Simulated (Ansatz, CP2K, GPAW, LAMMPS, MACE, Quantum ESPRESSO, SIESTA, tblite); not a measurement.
# Quantum ESPRESSO on aqueous Ca2+ and HSO4-, 2.3 mol of salt per kg of water at 360 K (85 atoms): settings against a plane-wave reference

Aim: run aqueous Ca2+ and HSO4-, 2.3 mol of salt per kg of water at 360 K (85 atoms) in Quantum ESPRESSO and see how near its forces come to a plane-wave reference, and at what cost.

Main program and level: Quantum ESPRESSO 7.5; the method is named at each step.

**1. Set-up**

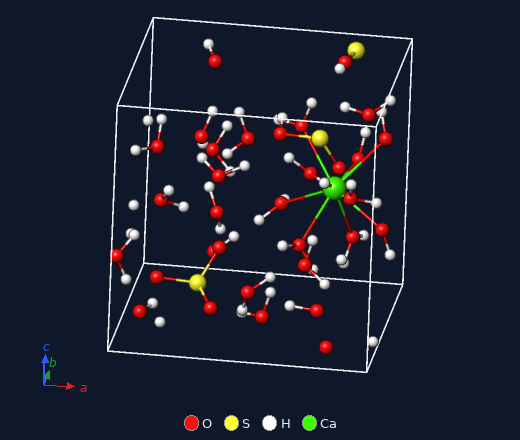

Start, viewed slightly off an axis; oxygen red, sulfur yellow, hydrogen white, calcium green. Bonds to atoms that aren't drawn are left out. Some periodic images of atoms are drawn too.

The cell holds 85 atoms: 32 O, 2 S, 50 H and 1 Ca. Its edges and angles: a = 9.346 Å, b = 9.346 Å, c = 9.346 Å, α = 90.0°, β = 90.0°, γ = 90.0°. 24 H2O, 1 Ca2+, 2 HSO4- placed at random, at 1.36 g/cm³; overlaps pushed apart, then 10 ps at 420 K with divalent ions of Li, Roberts, Chakravorty and Merz (J. Chem. Theory Comput. 9, 2733 (2013)); MMFF94 bonds, angles, torsions, charges and radii (Halgren, J. Comput. Chem. 17, 490 (1996)) in harmonic and 12-6 forms; SPC/E water (Berendsen, Grigera and Straatsma, J. Phys. Chem. 91, 6269 (1987)). Snapshot after 20 ps at 360 K and fixed volume.

The yardstick, on the same geometry:

```
method                                           : Kohn-Sham DFT, PBE, PAW, plane waves (Ansatz 0.2.0); cutoff 420 eV, Γ point, fermi-dirac smearing of 0.05 eV; PAW set soft_2
r.m.s. force component                           : 0.6325 eV/Å
longest force                                    : 2.187 eV/Å
pressure                                         : -0.8208 GPa
gap (highest filled to lowest empty level) : 4.112 eV
SCF cycles                                       : 9
time                                             : 6.2 s on 4 threads of Arm Neoverse V1, shared host
CPU time                                         : 23 s
```

**2. PBE, sssp-1.3.0-efficiency, 60/480 Ry**

Method: Kohn-Sham DFT, PBE, SSSP efficiency 1.3.0 pseudopotentials, plane waves.

pw.in

```
&control
  calculation = 'scf'
  pseudo_dir = './pseudo'
  outdir = './tmp'
  disk_io = 'none'
  tprnfor = .true.
  tstress = .true.
/
&system
  ibrav = 0
  nat = 85
  ntyp = 4
  ecutwfc = 60
  ecutrho = 480
  nosym = .true.
  occupations = 'smearing'
  smearing = 'fd'
  degauss = 0.003675
/
&electrons
  conv_thr = 4.3e-07
  electron_maxstep = 100
  mixing_beta = 0.4
  mixing_mode = 'plain'
  diagonalization = 'david'
/
ATOMIC_SPECIES
O 15.999 O.upf
S 32.060 S.upf
H 1.008 H.upf
Ca 40.078 Ca.upf
CELL_PARAMETERS angstrom
9.34568 0.00000 0.00000
0.00000 9.34568 0.00000
0.00000 0.00000 9.34568
ATOMIC_POSITIONS crystal
O 0.28254 0.70154 0.95248
S 0.26159 0.59508 0.08749
O 0.10449 0.58309 0.10119
O 0.33140 0.66172 0.21322
O 0.33117 0.46480 0.03732
H 0.24212 0.79783 0.98529
O 0.62533 0.06097 0.91682
S 0.78551 0.00181 0.93332
O 0.85855 0.04441 0.80405
O 0.76420 0.84371 0.93995
O 0.83143 0.07617 0.05960
H 0.61686 0.16300 0.94527
O 0.26048 0.91305 0.51607
H 0.30529 0.96631 0.59734
H 0.33184 0.90181 0.43713
O 0.69418 0.48456 0.60975
H 0.75887 0.39938 0.60698
H 0.61093 0.46405 0.67377
O 0.61383 0.79429 0.68563
H 0.51771 0.84129 0.68659
H 0.64960 0.78420 0.78597
O 0.39794 0.02735 0.73704
H 0.32362 0.08991 0.78189
H 0.49367 0.04981 0.77924
O 0.33916 0.48815 0.41903
H 0.34718 0.54788 0.33061
H 0.29812 0.54714 0.49831
O 0.65675 0.52160 0.30123
H 0.71494 0.50478 0.21303
H 0.60295 0.43248 0.32600
O 0.71515 0.24860 0.32232
H 0.74115 0.24796 0.42611
H 0.79855 0.21476 0.26445
O 0.82437 0.81120 0.24524
H 0.85341 0.91081 0.21908
H 0.80036 0.75657 0.15642
O 0.87972 0.25224 0.60637
H 0.88983 0.18400 0.68816
H 0.97550 0.29340 0.58222
O 0.27349 0.96041 0.08560
H 0.19484 0.01936 0.12790
H 0.35009 0.94536 0.15878
O 0.81628 0.95566 0.50956
H 0.88532 0.00719 0.44610
H 0.83650 0.98030 0.61170
O 0.25086 0.62401 0.67173
H 0.28654 0.64905 0.76945
H 0.24591 0.71252 0.61181
O 0.09210 0.20590 0.09506
H 0.99443 0.20314 0.05145
H 0.12792 0.30672 0.09597
O 0.00708 0.10522 0.35030
H 0.04518 0.12227 0.25178
H 0.06533 0.16038 0.42111
O 0.45560 0.42437 0.75299
H 0.41589 0.43882 0.85130
[... 25 atom lines left out ...]
O 0.14085 0.16631 0.78510
H 0.14558 0.21858 0.87835
H 0.06649 0.08960 0.79095
Ca 0.76055 0.70127 0.47755
K_POINTS gamma
```

Run with:

```
OMP_NUM_THREADS=1 mpirun -np 2 pw.x -in pw.in > output.txt
```

What it wrote:

```text
Program PWSCF
     gamma-point specific algorithms are used
     Parallelization info
     sticks:   dense  smooth     PW     G-vecs:    dense   smooth      PW
     Min        5952    2978    739               488932   173038   21689
     Max        5953    2979    742               488935   173045   21698
     Sum       11905    5957   1481               977867   346083   43387
     bravais-lattice index     =            0
     lattice parameter (alat)  =      17.6608  a.u.
     unit-cell volume          =    5508.4488 (a.u.)^3
     number of atoms/cell      =           85
     number of atomic types    =            4
     number of electrons       =       264.00
     number of Kohn-Sham states=          158
     kinetic-energy cutoff     =      60.0000  Ry
     charge density cutoff     =     480.0000  Ry
     scf convergence threshold =      4.3E-07
     mixing beta               =       0.4000
     number of iterations used =            8  plain     mixing
     Exchange-correlation= SLA  PW   PBE  PBE
                           (   1   4   3   4   0   0   0)
     crystal axes: (cart. coord. in units of alat)
               a(1) = (   1.000000   0.000000   0.000000 )
               a(2) = (   0.000000   1.000000   0.000000 )
               a(3) = (   0.000000   0.000000   1.000000 )
     reciprocal axes: (cart. coord. in units 2 pi/alat)
               b(1) = (  1.000000  0.000000  0.000000 )
               b(2) = (  0.000000  1.000000  0.000000 )
               b(3) = (  0.000000  0.000000  1.000000 )
     PseudoPot. # 1 for O :
     Pseudo is Projector augmented-wave + core cor, Zval =  6.0
     PseudoPot. # 2 for S :
     Pseudo is Ultrasoft + core correction, Zval =  6.0
     PseudoPot. # 3 for H :
     Pseudo is Ultrasoft, Zval =  1.0
     PseudoPot. # 4 for Ca:
     Pseudo is Ultrasoft + core correction, Zval = 10.0
     atomic species   valence    mass     pseudopotential
     O                 6.00    15.99900     O ( 1.00)
     S                 6.00    32.06000     S ( 1.00)
     H                 1.00     1.00800     H ( 1.00)
     Ca               10.00    40.07800     Ca( 1.00)
     No symmetry found
   Cartesian axes
     number of k points=     1  Fermi-Dirac smearing, width (Ry)=  0.0037
                       cart. coord. in units 2pi/alat
        k(    1) = (   0.0000000   0.0000000   0.0000000), wk =   2.0000000
     Dense  grid:   488934 G-vectors     FFT dimensions: ( 125, 125, 125)
     Smooth grid:   173042 G-vectors     FFT dimensions: (  90,  90,  90)
     Check: negative core charge=   -0.000001
     Initial potential from superposition of free atoms
     starting charge     263.9939, renormalised to     264.0000
     Starting wfcs are  196 randomized atomic wfcs
     Self-consistent Calculation
     iteration #  1     ecut=    60.00 Ry     beta= 0.40
     total energy              =   -1514.01967401 Ry
     estimated scf accuracy    <      11.14205691 Ry
     iteration #  2     ecut=    60.00 Ry     beta= 0.40
     total energy              =   -1516.62037852 Ry
     estimated scf accuracy    <       0.54335706 Ry
     iteration #  3     ecut=    60.00 Ry     beta= 0.40
     total energy              =   -1516.59858064 Ry
     estimated scf accuracy    <       0.23607323 Ry
     iteration #  4     ecut=    60.00 Ry     beta= 0.40
     total energy              =   -1516.62299407 Ry
     estimated scf accuracy    <       0.06217691 Ry
     iteration #  5     ecut=    60.00 Ry     beta= 0.40
     total energy              =   -1516.62783009 Ry
     estimated scf accuracy    <       0.00413043 Ry
     iteration #  6     ecut=    60.00 Ry     beta= 0.40
     total energy              =   -1516.62944093 Ry
     estimated scf accuracy    <       0.00034921 Ry
     iteration #  7     ecut=    60.00 Ry     beta= 0.40
     total energy              =   -1516.62953064 Ry
     estimated scf accuracy    <       0.00002759 Ry
     iteration #  8     ecut=    60.00 Ry     beta= 0.40
     total energy              =   -1516.62953235 Ry
     estimated scf accuracy    <       0.00001149 Ry
     iteration #  9     ecut=    60.00 Ry     beta= 0.40
     total energy              =   -1516.62953374 Ry
     estimated scf accuracy    <       0.00000073 Ry
     iteration # 10     ecut=    60.00 Ry     beta= 0.40
     End of self-consistent calculation
          k = 0.0000 0.0000 0.0000 ( 21694 PWs)   bands (ev):
   -38.2744 -24.7636 -24.5925 -21.0686 -21.0151 -20.7818 -20.7764 -20.6488
   -20.4965 -20.3754 -20.3199 -20.1398 -19.9290 -19.9042 -19.8799 -19.8570
   -19.7776 -19.7043 -19.6804 -19.6453 -19.5518 -19.5076 -19.4690 -19.3285
   -19.3215 -19.1687 -19.1495 -19.0555 -19.0295 -18.9873 -18.9032 -18.8645
   -18.6893 -18.5856 -18.5713 -18.3722 -11.3571 -11.1754  -9.2181  -9.0598
    -8.9641  -8.8369  -8.6701  -8.4379  -8.3558  -8.2345  -8.1777  -8.0783
    -8.0109  -7.9943  -7.8757  -7.7996  -7.7503  -7.6856  -7.5966  -7.5537
    -7.4111  -7.3827  -7.2913  -7.2253  -7.1445  -7.0650  -6.9702  -6.9379
    -6.9064  -6.8578  -6.7754  -6.6740  -6.1927  -6.0000  -5.1268  -5.1112
    -4.9584  -4.9401  -4.8457  -4.7488  -4.6866  -4.6234  -4.5566  -4.5075
    -4.4325  -4.3479  -4.2713  -4.2396  -4.1822  -4.1060  -4.0485  -4.0135
    -3.9172  -3.8156  -3.7289  -3.6953  -3.6599  -3.5054  -3.4890  -3.4040
    -3.2998  -3.1551  -3.0512  -2.9830  -2.9480  -2.8403  -2.7439  -2.6433
    -2.5223  -2.5008  -2.4031  -2.3732  -2.3117  -2.2566  -2.1968  -2.1624
    -2.1296  -2.1050  -2.0504  -2.0290  -1.9194  -1.9009  -1.8117  -1.7767
    -1.7552  -1.6628  -1.6195  -1.6099  -1.5562  -1.3990  -1.2590  -1.1850
    -1.1134  -1.0340  -0.9042  -0.8239   3.2787   5.1343   5.2733   5.2907
     5.4574   5.5704   5.6072   5.8173   5.9889   6.2134   6.3926   6.4942
     6.5681   6.6221   6.7454   6.8140   6.9081   7.0058   7.1442   7.1940
     7.2823   7.3688   7.4655   7.5103   7.5497   7.6988
     the Fermi energy is     0.8592 ev
!    total energy              =   -1516.62953392 Ry
     estimated scf accuracy    <       0.00000040 Ry
     smearing contrib. (-TS)   =      -0.00000000 Ry
     internal energy E=F+TS    =   -1516.62953392 Ry
     The total energy is F=E-TS. E is the sum of the following terms:
     one-electron contribution =    -895.30700696 Ry
     hartree contribution      =     546.77199515 Ry
     xc contribution           =    -303.26601849 Ry
     ewald contribution        =    -560.61788638 Ry
     one-center paw contrib.   =    -304.21061724 Ry
     convergence has been achieved in  10 iterations
     Forces acting on atoms (cartesian axes, Ry/au):
     atom    1 type  1   force =    -0.00385323    0.02510380    0.02771670
     atom    2 type  2   force =    -0.04635584    0.05313546   -0.00183672
     atom    3 type  1   force =     0.01953554   -0.01707071    0.00639402
     atom    4 type  1   force =    -0.01317475   -0.00129608   -0.04564679
     atom    5 type  1   force =     0.00134168   -0.02749225   -0.01294247
     atom    6 type  3   force =     0.02954366   -0.00555371   -0.00317680
     atom    7 type  1   force =    -0.02412825   -0.01255034   -0.02164599
     atom    8 type  2   force =    -0.08499936   -0.01586994   -0.01088203
     atom    9 type  1   force =     0.05117837   -0.00620900   -0.04364843
     atom   10 type  1   force =     0.02066810    0.05969360   -0.00069112
     atom   11 type  1   force =     0.05344401   -0.00069639    0.06380180
     atom   12 type  3   force =     0.00308907    0.00309412    0.02087875
[...]
atom   81 type  3   force =    -0.01376886    0.01193465   -0.02960081
     atom   82 type  1   force =     0.00772059   -0.01478887    0.01819855
     atom   83 type  3   force =    -0.02029307   -0.03493864   -0.03358122
     atom   84 type  3   force =     0.02513015    0.03771905    0.01607469
     atom   85 type  4   force =    -0.01048001    0.00072771   -0.00035148
     Total force =     0.388853     Total SCF correction =     0.001486
     Computing stress (Cartesian axis) and pressure
          total   stress  (Ry/bohr**3)                   (kbar)     P=      -10.35
  -0.00010252   0.00000417  -0.00000860          -15.08        0.61       -1.27
   0.00000417  -0.00001404  -0.00002439            0.61       -2.07       -3.59
  -0.00000860  -0.00002439  -0.00009454           -1.27       -3.59      -13.91
     Message from routine punch:
     Nothing written, as per user request (disk_io='none')
```

It took 2 min on 2 MPI ranks of Arm Neoverse V1, shared host; peak memory 2 GiB.

Banners, paths, timers and routine set-up lines are dropped from the logs unmarked, and long logs keep their key lines alone; longer cuts are marked.

Against the reference:

- r.m.s. force component: 0.6261 eV/Å
- r.m.s. difference of force components: 17 meV/Å
- longest difference of force vectors: 86.79 meV/Å
- force difference over r.m.s. force: 2.688 %
- slope of forces against the reference's: 0.9895
- correlation of force components: 0.9997
- gap (highest filled to lowest empty level): 4.103 eV
- gap difference: -0.0095 eV
- pressure: -1.035 GPa
- pressure difference: -0.2145 GPa

Length of the force difference by element (eV/Å):

```tsv
element	atoms	mean	most
Ca	1	0.0038	0.0038
H	50	0.027	0.036
O	32	0.019	0.087
S	2	0.045	0.057
```

Levels nearest the highest filled one (eV from it): -0.93, -0.84, -0.80, -0.79, -0.73, -0.58, -0.44, -0.36, -0.29, -0.21, -0.08, 0.00, 4.10, 5.96, 6.10, 6.11, 6.28, 6.39, 6.43, 6.64, 6.81, 7.04, 7.22, 7.32.

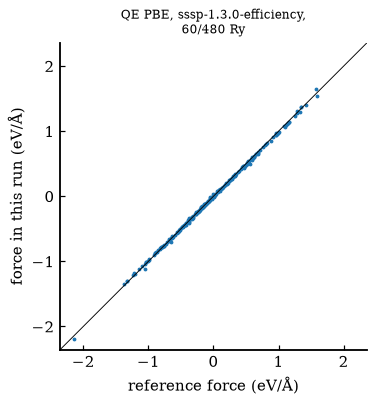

Force components against those of the reference; the line marks equality.

The surroundings of H77, picked at random, nearest first, numbered as they follow in the input and with coordinates relative to it.

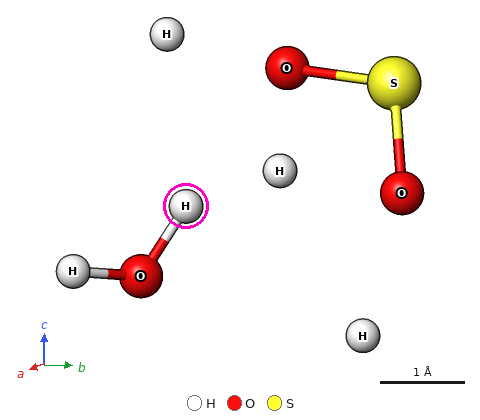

The atoms of the table, within 2.9 Å (arrows a, b, c point along x, y, z); some may hide others; the central atom is ringed.

```tsv
atom	x	y	z	distance (Å)	bonds	Fx	Fy	Fz (eV/Å)
H77	0.00	0.00	0.00	0.00	1	0.48	-0.78	-1.00
O76	0.24	-0.48	-0.84	1.00	3	0.13	0.10	0.82
H78	1.08	-1.01	-0.69	1.63	1	-0.67	0.57	-0.02
O10	-1.48	0.69	1.51	2.22	1	0.53	1.53	-0.02
H66	-1.45	-0.87	1.82	2.49	1	-0.87	-0.74	0.31
H21	-2.55	0.13	0.07	2.55	1	-0.66	0.32	-1.02
H45	-0.80	1.96	-1.56	2.63	1	-0.16	-0.15	-1.30
O9	-0.59	2.56	0.24	2.64	1	1.32	-0.16	-1.12
S8	-1.28	2.16	1.44	2.90	4	-2.19	-0.41	-0.28
```

Forces lie 2.7 % from the reference's, at 11 times its CPU time (on 2 against 4 cores).

**3. PBE, gbrv-1.5, 40/200 Ry**

Method: Kohn-Sham DFT, PBE, GBRV 1.5 ultrasoft pseudopotentials, plane waves.

The pseudopotential files are exchanged too: ./pseudo now holds the set gbrv-pbe-1.5.

pw.in: that of step 2 with these lines changed.

```diff
@@ -12,4 +12,4 @@
   ntyp = 4
-  ecutwfc = 60
-  ecutrho = 480
+  ecutwfc = 40
+  ecutrho = 200
   nosym = .true.
```

What it wrote:

```text
[banner, memory and clock lines left out]
Program PWSCF
     gamma-point specific algorithms are used
[... lines left out ...]
     total energy              =   -1216.73141710 Ry
[... lines left out ...]
     total energy              =   -1216.71589775 Ry
[... lines left out ...]
     total energy              =   -1216.73340853 Ry
[... lines left out ...]
     total energy              =   -1216.73340936 Ry
[... lines left out ...]
     the Fermi energy is     0.8527 ev
!    total energy              =   -1216.73341121 Ry
[... lines left out ...]
     The total energy is F=E-TS. E is the sum of the following terms:
[... lines left out ...]
     convergence has been achieved in   9 iterations
     Forces acting on atoms (cartesian axes, Ry/au):
     atom    1 type  1   force =     0.00027036    0.01681535    0.02373920
     atom    2 type  2   force =    -0.04674315    0.05200016   -0.00079057
     atom    3 type  1   force =     0.02054449   -0.01694153    0.00640559
[...]
atom   84 type  3   force =     0.01568445    0.02811651    0.01722028
     atom   85 type  4   force =    -0.01038230    0.00071550   -0.00025905
     Total force =     0.323876     Total SCF correction =     0.001227
     Computing stress (Cartesian axis) and pressure
          total   stress  (Ry/bohr**3)                   (kbar)     P=        4.06
  -0.00000555   0.00000381  -0.00000664           -0.82        0.56       -0.98
   0.00000381   0.00007494  -0.00002412            0.56       11.02       -3.55
  -0.00000664  -0.00002412   0.00001334           -0.98       -3.55        1.96
     Message from routine punch:
     Nothing written, as per user request (disk_io='none')
```

Wall time 44 s (2 MPI ranks); peak memory 0.74 GiB.

Numbers from this run, and their distance from the reference:

```
r.m.s. force component                           : 0.5215 eV/Å
r.m.s. difference of force components            : 211 meV/Å
longest difference of force vectors              : 430 meV/Å
force difference over r.m.s. force               : 33.36 %
slope of forces against the reference's          : 0.7842
correlation of force components                  : 0.9512
gap (highest filled to lowest empty level) : 4.135 eV
gap difference                                   : 0.0226 eV
pressure                                         : 0.4053 GPa
pressure difference                              : 1.226 GPa
```

This run lies far from the reference in forces at the same functional.

Against the first run (2.7 %), the force difference from the reference is 33 %, at 0.36 times the CPU time.

**4. Side by side**

Differences are against the plane-wave reference, forces as r.m.s. over components; share is that over the reference's r.m.s. force, slope the least-squares factor from reference forces to these. Total energies of different programs have different zeros and aren't compared.

```tsv
run	Δ force, r.m.s. (meV/Å)	share (%)	slope	Δ pressure (GPa)	Δ gap (eV)	cores	CPU time	memory (GiB)
reference	-	-	-	-	-	4	23 s	0.87
QE PBE, sssp-1.3.0-efficiency, 60/480 Ry	17.0	2.69	0.990	-0.214	-0.0095	2	4.1 min	2.0
QE PBE, gbrv-1.5, 40/200 Ry	211	33.4	0.784	1.23	0.0226	2	87 s	0.74
```

CPU time is summed over cores on a shared host, where runs went side by side, so it is rough. Symmetry, cutoffs, thresholds, outputs and thread counts weren't matched or tuned between programs; memory under MPI is the largest rank's times the ranks.

**5. Results**

```
nearest in forces : QE PBE, sssp-1.3.0-efficiency, 60/480 Ry, 2.7 %
its CPU time      : 4.1 min
```

What this shows: PBE on plane waves or a grid with other potentials, cutoffs or grids differs from the reference by 2.7 % (QE PBE, sssp-1.3.0-efficiency, 60/480 Ry) to 33 % (QE PBE, gbrv-1.5, 40/200 Ry) of the r.m.s. force; this holds the reference's own error, so differences of a few per cent don't tell which side is nearer the exact PBE result (QE's 60 Ry are 816 eV, against the reference's 420 eV). QE PBE, gbrv-1.5, 40/200 Ry stands apart from the other plane-wave or grid runs, so its own grid or potentials are the likelier cause. None of the electronic-structure runs in the table takes under half the reference's CPU time of 23 s; they take 3.8 to 11 times as much. In QE PBE, gbrv-1.5, 40/200 Ry the difference has nearly one length on every H (0.37 eV/Å) and points along its bond, outwards: this method prefers longer bonds, and stiff bonds to hydrogen turn a small shift into a large force. At the same functional, gaps differ from the reference's 4.11 eV by between -0.01 and +0.02 eV. With short bonds to hydrogen, sets of potentials differ among themselves by several per cent in forces even at converged cutoffs, so the reference isn't exact here either. GBRV, made for solids, lies farthest in such cells, whatever the cutoff. The network of contacts between molecules at the start is that of the classical potential that made the cell, and needn't be the one that DFT or experiment would give. The concentration wasn't checked against solubility and may exceed it. The reference's PBE has no dispersion term, which matters for the binding between molecules or layers. The density was typed from a rule of thumb and may lie off the real one at this temperature. The electronic-structure runs sample only Γ, in a cell whose shortest periodic width is 9 Å.

[Also dropped from logs without a mark: logging warnings of Python, and SIESTA's first energy breakdown and zero terms.]

[Logs are printed without paths, hosts, clocks, repeated set-up lines and the standing remarks that a program may print on its own settings, such as how far it seeks lower states.]

[Hosts, paths, dates, database ids (printed as entryN), source tags and the programs' standing remarks are cut or masked in the printed files.]

[The MMFF94 radii named for the starting cell were scaled by 0.96; in molecules described by MMFF94, hydrogen bound to N, O or S took a small fixed 12-6 site in their place.]
